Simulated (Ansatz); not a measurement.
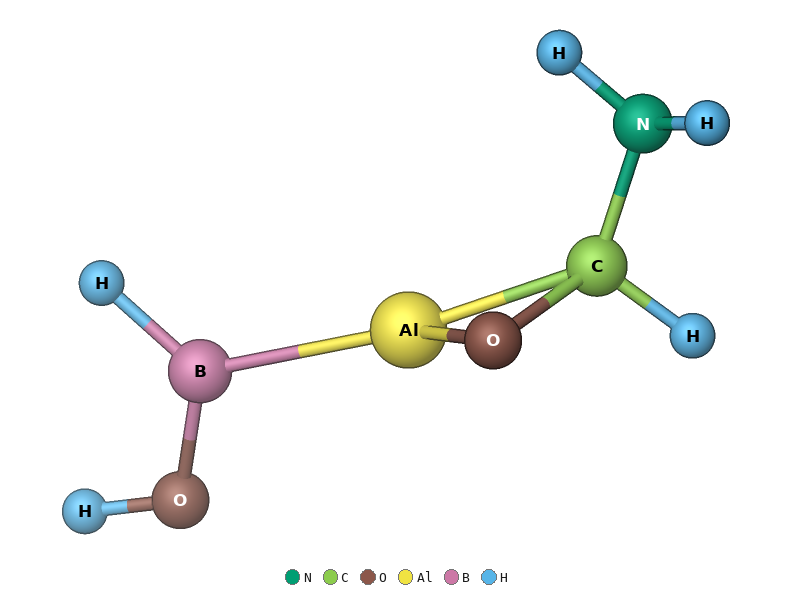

The structure as it stands in the input.

The calculation was set up as follows.

```yaml
crystal:
  periodic: [false, false, false]
  atoms:
    - {symbol: N, position_ang: [-0.005765, -2.491526, -0.961971]}
    - {symbol: C, position_ang: [0.224993, -1.655055, 0.147086]}
    - {symbol: O, position_ang: [1.428446, -0.770379, 0.092224]}
    - {symbol: Al, position_ang: [0.056128, 0.243746, 0.270984]}
    - {symbol: B, position_ang: [-0.464323, 2.318908, 0.256599]}
    - {symbol: O, position_ang: [-0.567527, 2.956321, 1.442120]}
    - {symbol: H, position_ang: [-0.068662, -1.993961, -1.838460]}
    - {symbol: H, position_ang: [0.700628, -3.214825, -1.050271]}
    - {symbol: H, position_ang: [0.269719, -2.259294, 1.054648]}
    - {symbol: H, position_ang: [-0.691749, 2.925644, -0.760594]}
    - {symbol: H, position_ang: [-0.816486, 3.883523, 1.368335]}
basis:
  gaussian: {orbitals: def2-TZVPP}
hamiltonian: {xc: {name: LC-wPBE}}
output: {orbitals: {seedname: orbitals}}
```

What the program printed:

```
Functional definition: LC-wPBE
  name "LC-wPBE"
  cite "Vydrov & Scuseria, J. Chem. Phys. 125, 234109 (2006) doi:10.1063/1.2409292"
  cite "Heyd & Scuseria, J. Chem. Phys. 120, 7274 (2004) doi:10.1063/1.1668634"
  cite "Ernzerhof & Perdew, J. Chem. Phys. 109, 3313 (1998) doi:10.1063/1.476928"
  cite "Perdew, Burke & Ernzerhof, Phys. Rev. Lett. 77, 3865 (1996) doi:10.1103/PhysRevLett.77.3865"
  parent pbe
  parameter omega = 0.4/bohr
  exchange = pbe_x_sr(omega) + exact_x_lr(omega)
  correlation = pbe_c
1370 factors; their error is unknown
463 factors; integrals over basis functions are off by at most 2.8e-5 eV
mean field evaluation 1: about -13960.7566 eV, gradient 7.8e1 eV
mean field evaluation 2: about -13953.0798 eV, gradient 1.0e2 eV
mean field evaluation 4: about -13971.9945 eV, gradient 6.4e0 eV
mean field evaluation 8: about -13972.0778 eV, gradient 2.2e-1 eV
mean field evaluation 16: about -13972.0565 eV, gradient 8.5e-4 eV
mean field -13972.05650240 eV, -513.4636058632 hartree, gradient 1.8e-5 eV, S^2 0.000000; 0 other end points of the search recorded, 0 dependent functions left out
reference -13972.05650241 eV, -513.4636058635 hartree; 26, 26 occupied and 241, 241 virtual orbitals, 1370 factors
Total energy: -13972.05650241 eV, -513.4636058635 hartree
```
